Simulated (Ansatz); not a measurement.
**CH$_{6}$BSi (charge −1): density, localisation and related maps**

Input file:

```
crystal:
  periodic: [false, false, false]
  atoms:
    - {symbol: C, position_ang: [-1.647138, -0.889052, 1.374596]}
    - {symbol: B, position_ang: [-1.735333, 0.556486, 1.253590]}
    - {symbol: Si, position_ang: [-0.503928, 1.508730, -0.015289]}
    - {symbol: H, position_ang: [-2.285661, -1.483652, 2.046362]}
    - {symbol: H, position_ang: [-0.936950, -1.507247, 0.806408]}
    - {symbol: H, position_ang: [-2.532790, 1.238854, 1.893238]}
    - {symbol: H, position_ang: [0.428003, 2.557950, 0.576223]}
    - {symbol: H, position_ang: [0.455060, 0.609278, -0.771180]}
    - {symbol: H, position_ang: [-1.147930, 2.315569, -1.134894]}
basis:
  gaussian:
    orbitals: def2-TZVPD
total_charge: -1
hamiltonian:
  xc: {name: PBE0}
output:
  forces: true
  orbitals: {seedname: orbitals}
```

Launched as:

```sh
ansatz run input.yaml --threads 2 --pin off --max-ram 4350MiB --events-out events.jsonl --progress --plain --runs-dir runs
```

Geometry: PBE0-D3(BJ)/def2-SVPD.

All numbers below come from isolated molecule in a Gaussian basis; Kohn-Sham density functional theory, functional PBE0 in Ansatz 0.2.0.

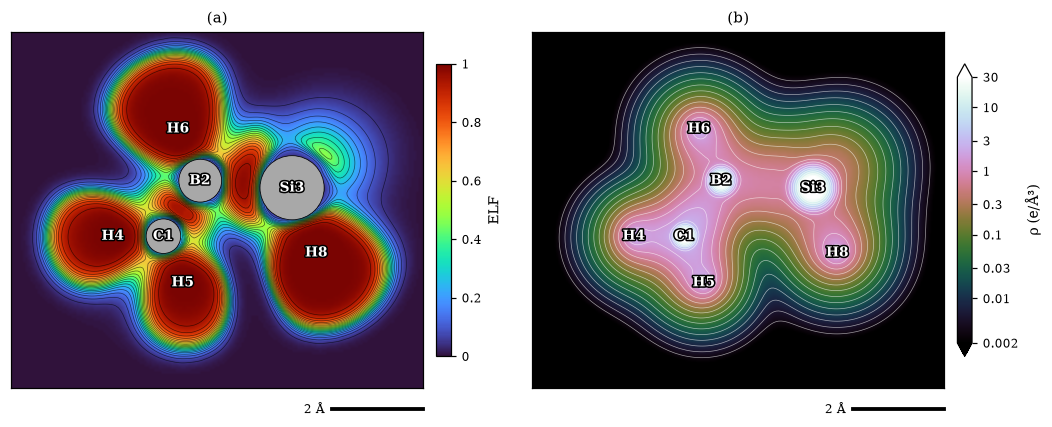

Figure 1. (a) ELF; (b) total electron density on the plane of atoms H4, C1 and H5. Grey discs cover the atomic cores in the ELF map.

Describe what can be read from this map.

Answer. The plane passes through C, B, Si and H nuclei. C–B (1.45 Å): the density is about 1.7 e/Å³ at the midpoint; the ELF peaks at about 0.95 between the atoms: localised, covalent bonding. Si–B (2.01 Å): ρ is about 0.77 e/Å³ halfway; the ELF peaks at about 1 between the atoms (a covalent bond). C–H (1.10 Å): ρ at the midpoint is about 1.9 e/Å³; the ELF climbs to about 1 towards the hydrogen, as it does in any bond to H: an ordinary covalent bond to hydrogen. B–H (1.23 Å): ρ at the midpoint is about 1.1 e/Å³; the ELF climbs to about 1 towards the hydrogen; an ordinary covalent bond to hydrogen. Si–H (1.52 Å): the density is about 0.74 e/Å³ at the midpoint; the ELF climbs to about 1 towards the hydrogen.

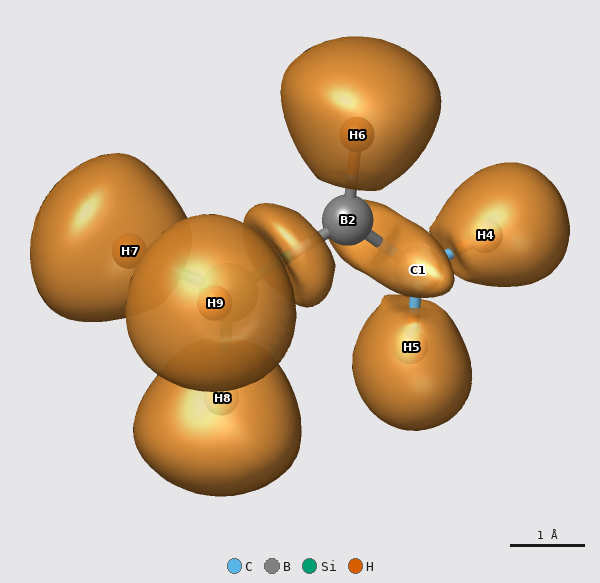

Figure 2. Isosurface of the ELF at 0.8 (orange), seen at a tilt. Core shells and regions of very low density are left out.

Identify the bonds, lone pairs and shells in this picture.

Answer. At this value the surface marks out one region between bonded B–C atoms (shared pairs), one region between bonded B–Si atoms (shared pairs) and six regions around hydrogen nuclei.

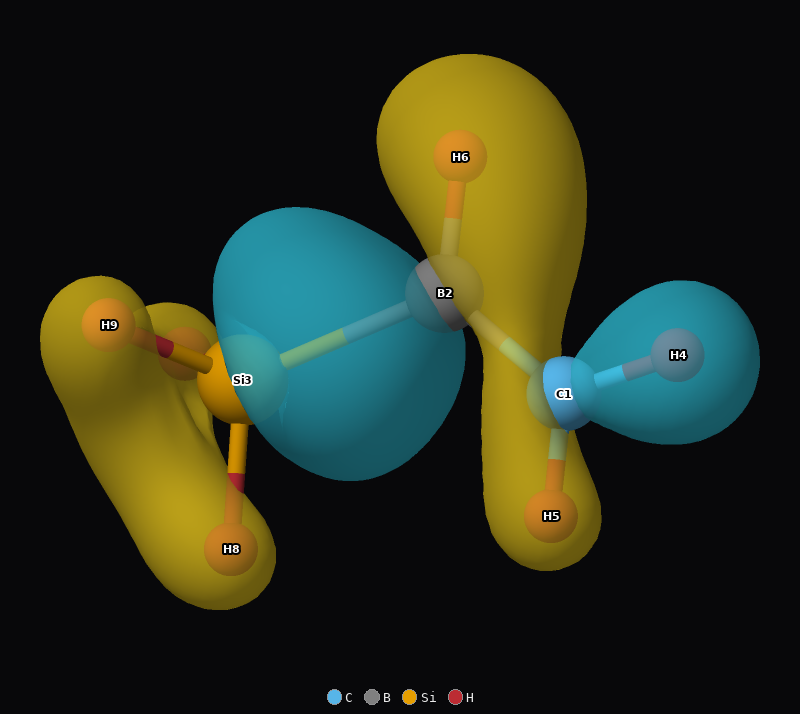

Figure 3. The HOMO−1 at ±0.1 Å⁻³ᐟ² (yellow and cyan are the two phases), seen at a tilt.

Where does this orbital lie, and at what energy?

Answer. Its weight (Hirshfeld) is mainly on Si3 (about 35 %), B2 (about 30 %), H6 (about 10 %) and C1 (about 10 %). Its energy is −2.34 eV.
